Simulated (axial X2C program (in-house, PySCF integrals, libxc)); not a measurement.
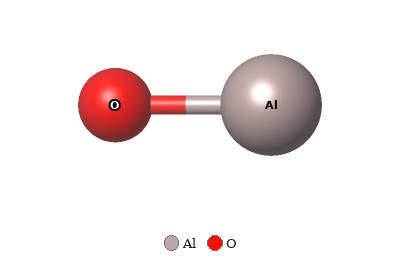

The molecule at the reference distance of 1.646 Å.

# AlO⁻: relativistic diatomic calculation

- system: AlO⁻, single determinant with Ω = 0.
- method: LDA, two-component X2C with atomic mean-field Coulomb and Gaunt terms, Al dyall-av3z, O dyall-av3z (cores contracted) (axial X2C program (in-house, PySCF integrals, libxc))

**Input file**
```
{"zs": [13, 8], "q": -1, "bas": ["dyall-av3z", "dyall-av3z"], "levels": ["PBE0", "HF", "M06", "LDA"], "cc": false, "r0": 1.7, "npts": 10, "nst": 2, "ntry": 6, "opt": {"ecut": 0.5}}
```

The line is the task of a batch: nuclear charges, charge, bases, the levels to run, a first guess of the distance and further settings. This report covers LDA with spin-orbit coupling. The log is that of the reference distance 1.646 Å.

The run was one of a batch that the task file lists, launched with:
```bash
python <driver script> task.json out
```

**Output**
```
two-component X2C + atomic mean field  LDA
basis functions 119  fitting functions 632  grid points 4351
iter        total energy     max residual
   1       -316.631919002     1.19e-01
   2       -316.630701101     4.16e-02
   3       -316.517817274     1.13e-01
   4       -316.640471014     1.26e-02
   5       -316.641557194     2.30e-03
   6       -316.641595825     1.14e-04
   7       -316.641596052     1.14e-04
   8       -316.641596148     5.04e-06
   9       -316.641596148     3.46e-06
converged
one-electron -513.51245424  Coulomb 189.26236201  exact exchange 0.00000000  xc functional -25.79437018  nuclear repulsion 33.43525512  atomic mean-field constant -0.03238887
```

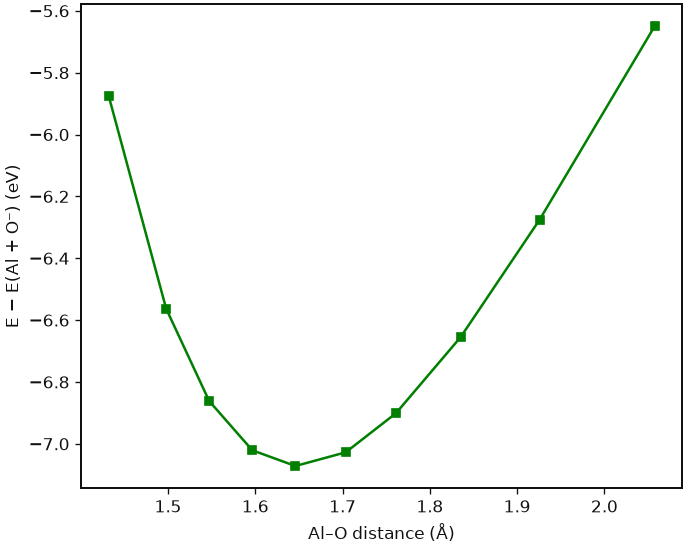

Energy at 10 bond lengths, for one set of occupations held fixed; the line joins the points. A polynomial of degree 6 through 9 points gives rₑ = 1.649 Å, ωₑ = 949.3 cm⁻¹, ωₑxₑ = 5.0 cm⁻¹ and Bₑ = 0.6171 cm⁻¹. The minimum lies 7.07 eV below Al + O⁻, each computed as one determinant at the same level.

**What the run reported**

| quantity | value |
| --- | --- |
| outcome | converged; a filled level lies above zero |
| bond length rₑ | 1.649 Å |
| ωₑ | 949.3 cm⁻¹ |
| energy at the minimum | −316.64160 hartree |
| depth below the fragments | 7.07 eV |
| hardware | 1 thread of Arm Neoverse N1, 98 GiB of memory available, shared host |
| wall time | 2.2 s |
| peak memory | 0.25 GiB |

**What is odd here**

This input holds a deliberate oddity: few virtuals (ecut = 0.5). The program ran to the end. Its numbers are those of the input as typed; this run alone doesn't show how far the oddity moves them. The highest filled level (LDA, up to 0.38 eV) lies above zero. That is common for anions, where the functional's self-interaction leaves the outer electrons unbound; only the finite basis holds them, so such levels depend on it.
